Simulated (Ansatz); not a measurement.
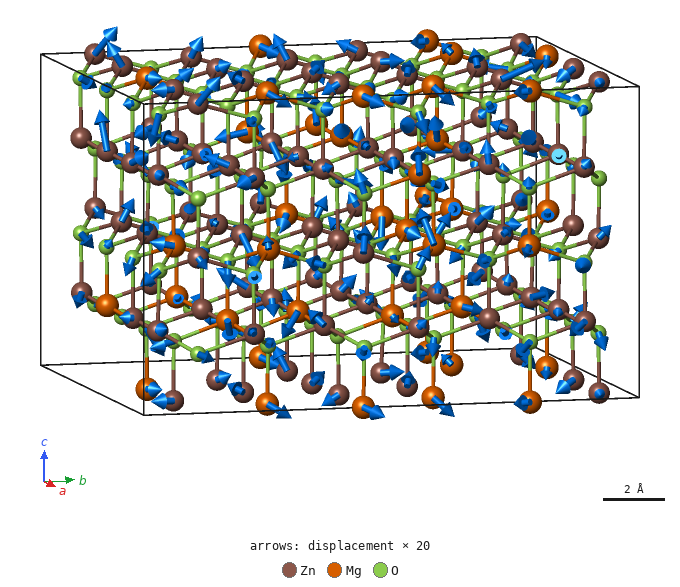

A relaxation of a crystal of Zn70Mg26O96 (a generated structure, set up in P1). The starting structure is drawn; blue arrows show the displacements (the part carried along by the change of the cell is left out), 20 times their true length.

Style: ball-and-stick. Shown: the cell of the calculation, slightly off an axis.

Theory: DFT, PBEsol, PAW, plane waves (Ansatz). Settings: plane-wave cutoff 420 eV; k-point mesh 1 × 1 × 1; mesh shifted by (0.5, 0.5, 0.5); no spin polarisation; cell relaxed at fixed alpha, beta, gamma; force threshold 0.03 eV/Å; at most 80 steps.

Question: Describe the change and its energy.

Answer: The energy falls by 7.1 meV per atom in 5 geometry steps. Largest force component: 0.86 eV/Å at the start, 0.0043 eV/Å at the end. The pressure goes from 0.22 to −0.01 GPa. A Zn atom moves most relative to the cell: 0.080 Å along [0 2 1]. By element the largest moves are Zn 0.080 Å, Mg 0.071 Å, O 0.070 Å. The drawn cell changes at constant volume: a 12.997 → 12.949 Å (−0.4 %), b 16.884 → 16.861 Å (−0.1 %), c 10.327 → 10.383 Å (+0.5 %). Near-neighbour distances that change, for instance: O–Zn 1.887 → 1.973 Å, O–Zn 2.050 → 1.975 Å, O–Zn 1.916 → 1.984 Å, Mg–O 2.031 → 1.964 Å. Bond angles that change, for instance: O–Mg–O 104.9° → 109.3°, O–Mg–O 114.1° → 109.8°, O–Zn–O 114.7° → 110.6°. The space group stays P1 (No. 1).
